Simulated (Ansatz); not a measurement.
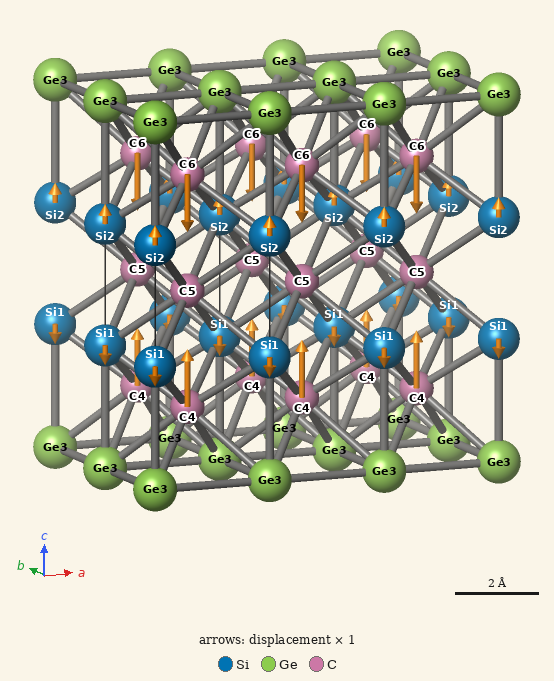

This is a relaxation of crystalline Si₂GeC₃ (a generated structure, set up in P4/mmm) (coarse preliminary run). The starting structure is drawn; orange arrows show the displacements (the part carried along by the change of the cell is left out), at their true length.

A ball-and-stick model of the cell of the calculation, repeated 3 × 2 × 1 with one cell outlined, seen slightly off an axis.

Computed with DFT PBE, scalar-relativistic, plane waves, PAW in Ansatz 0.2.0.

The input:
```yaml
crystal:
  lattice:
    - [3.02536727, 0.0, 0.0]
    - [0.0, 3.02536727, 0.0]
    - [0.0, 0.0, 9.04496543]
  atoms:
    - { symbol: Si, position: [0.0, 0.0, 0.33426499] }
    - { symbol: Si, position: [0.0, 0.0, 0.66573501] }
    - { symbol: Ge, position: [0.0, 0.0, 0.0] }
    - { symbol: C, position: [0.5, 0.5, 0.183745] }
    - { symbol: C, position: [0.5, 0.5, 0.5] }
    - { symbol: C, position: [0.5, 0.5, 0.816255] }
basis:
  ecutwfc: 420
kpoints:
  mp_grid: { grid: [6, 6, 2] }
hamiltonian:
  xc: pbe
scf:
  occupations: { method: gaussian, width: 0.1 }
  lower_state_search: "off"
output:
  forces: true
  stress: true
  eigenvalues: true
relax:
  adjacent_minimum: "off"
  f_tol: 0.04
  max_steps: 70
  cell: { stress_tol: 0.4 }
```

Command:
```bash
ansatz run input.yaml --threads 1 --pin off --max-ram 2560MiB --backend cpu --events-out ev --progress --plain --runs-dir out
```

**Atoms of which element are displaced furthest, and by how much?**

Carbon: up to 1.42 Å, against 0.49 Å for silicon.

**Describe the change and its energy.**

The largest moves relative to the cell, 1.42 Å, are those of C4 and C6. C6 goes along −c. Largest moves by element: C 1.42 Å, Si 0.49 Å. Ge stays in place. The drawn cell changes as follows: a = b 3.025 → 2.807 Å (−7.2 %), c 9.045 → 8.856 Å (−2.1 %); the volume changes by −15.7 %. Near-neighbour distances that change, for instance: C4–C5 2.861 → 1.378 Å, Ge3–C4 2.709 → 3.639 Å, Si1–Si2 2.998 → 3.922 Å, Si1–Ge3 3.023 → 2.467 Å. New bonds form: C4–C5 (2.86 → 1.38 Å), C5–C6 (2.86 → 1.38 Å). The space group stays P4/mmm (No. 123). After 13 accepted moves (14 points after the start) the energy has fallen by 8.995 eV per cell of the calculation. Largest force component: 0.92 eV/Å at the start, 0.018 eV/Å at the end. The pressure goes from −21.37 to −0.23 GPa. The SCF was repeated once at an unchanged geometry on a basis and grid sized afresh for the cell, which shifted the energy by 8.1 meV per cell of the calculation at most.
